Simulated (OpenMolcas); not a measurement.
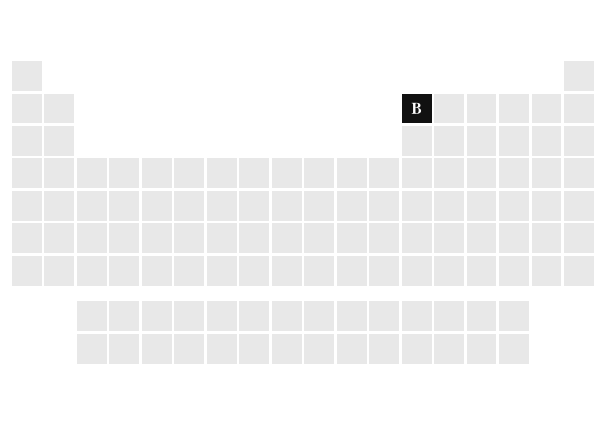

**Figure 1.** The place of boron in the periodic table.

**Multiconfigurational calculation, with input and output: B⁺**

B⁺. Level asked for: state-averaged MS-CASPT2, IPEA shift 0.25, imaginary shift 0.1 hartree, semicore shells correlated, active space 2 electrons in the shells 2s 2p, basis ANO-L-VQZP, non-relativistic scalar Hamiltonian, spin-orbit coupling by RASSI with atomic mean-field integrals (OpenMolcas).

## Input file
```
&GATEWAY
Coord
1

B 0.0 0.0 0.0
Basis=ANO-L-VQZP
Group=XYZ
NoMove
AngMom=0.0 0.0 0.0
AMFI
&SEWARD
&RASSCF
FileOrb=start.orb
Symmetry=1
Spin=3
nActEl=2 0 0
Inactive=1 0
Ras2=1 3
CIRoot=3 3 1
SDav=3
CIMx=300
Iter=120 100
PrWF=0.3
OrbListing=Nothing
MaxOrb=0
Atom
>>> COPY $Project.JobIph JOB001
&RASSCF
FileOrb=start.orb
Symmetry=1
Spin=1
nActEl=2 0 0
Inactive=1 0
Ras2=1 3
CIRoot=6 6 1
SDav=7
CIMx=300
Iter=120 100
PrWF=0.3
OrbListing=Nothing
MaxOrb=0
Atom
>>> COPY $Project.JobIph JOB002
&RASSCF
FileOrb=start.orb
Symmetry=2
Spin=3
nActEl=2 0 0
Inactive=1 0
Ras2=1 3
CIRoot=3 3 1
SDav=3
CIMx=300
Iter=120 100
PrWF=0.3
OrbListing=Nothing
MaxOrb=0
Atom
>>> COPY $Project.JobIph JOB003
&RASSCF
FileOrb=start.orb
Symmetry=2
Spin=1
nActEl=2 0 0
Inactive=1 0
Ras2=1 3
CIRoot=3 3 1
SDav=3
CIMx=300
Iter=120 100
PrWF=0.3
OrbListing=Nothing
MaxOrb=0
Atom
>>> COPY $Project.JobIph JOB004
&RASSI
NrOfJobIphs=4 3 6 3 3
1 2 3
1 2 3 4 5 6
1 2 3
1 2 3
IphNames
JOB001
JOB002
JOB003
JOB004
EJob
SpinOrbit
DIPRint=1.0
SOCoupling=1000.0
Subsets=2
MEES
Property=10
'ANGMOM' 1 'ANGMOM' 2 'ANGMOM' 3 'MLTPL  1' 1 'MLTPL  1' 2 'MLTPL  1' 3
'AMFI' 1 'AMFI' 2 'AMFI' 3 'MLTPL  2' 6
SOProperty=3
'ANGMOM' 1 'ANGMOM' 2 'ANGMOM' 3
>>> COPY JOB001 $Project.JobIph
&CASPT2
Multistate=3 1 2 3
Frozen=20 20
IPEA=0.25
Imaginary=0.1
MaxIter=60
WThr=0.0 0.3 0.05
PrWF=0.5
NoMix
```

The file start.orb holds starting orbitals from an earlier step.

Command:
```bash
OMP_NUM_THREADS=1 MOLCAS_MEM=2252 MOLCAS_PROJECT=a pymolcas a.inp > a.log  # once for each step of the input, in one work folder
```

## Log (extracts)
```
|       MOLCAS_SOURCE = [file]
  |    MOLCAS_STRUCTURE = 0
  |
   ------------------------------------------------------------------------------------------
++ ---------   Input file   ---------
>>> COPY JOB001 $Project.JobIph
&CASPT2
Multistate=3 1 2 3
Frozen=20 20
IPEA=0.25
Imaginary=0.1
MaxIter=60
WThr=0.0 0.3 0.05
PrWF=0.5
NoMix
-- ----------------------------------
>>> COPY JOB001 a.JobIph
*** symbolic link created: INPORB -> a.RasOrb
--- Start Module: caspt2 at  ---
()()()()()()()()()()()()()()()()()()()()()()()()()()()()()()()()()()()()()()()()()()()()()()()()()()
                                              &CASPT2
                                   only a single process is used
                       available to each process: 2.3 GB of memory, 1 thread
()()()()()()()()()()()()()()()()()()()()()()()()()()()()()()()()()()()()()()()()()()()()()()()()()()
 ###    WARNING: User changed nr of frozen orbitals.                         ###
 ###    ERROR: Too many frozen orbitals!                                     ###
--- Stop Module: caspt2 at  /rc=_RC_INPUT_ERROR_ ---
.####################.
.# User input error #.
.####################.
```

## What the run reported

- outcome: refused by the program
- hardware: 1 CPU thread, shared host

## Diagnosis

This input holds a deliberate fault: too many frozen. The program refused the input; the driver noted: CASPT2 spin 3: _RC_INPUT_ERROR_.
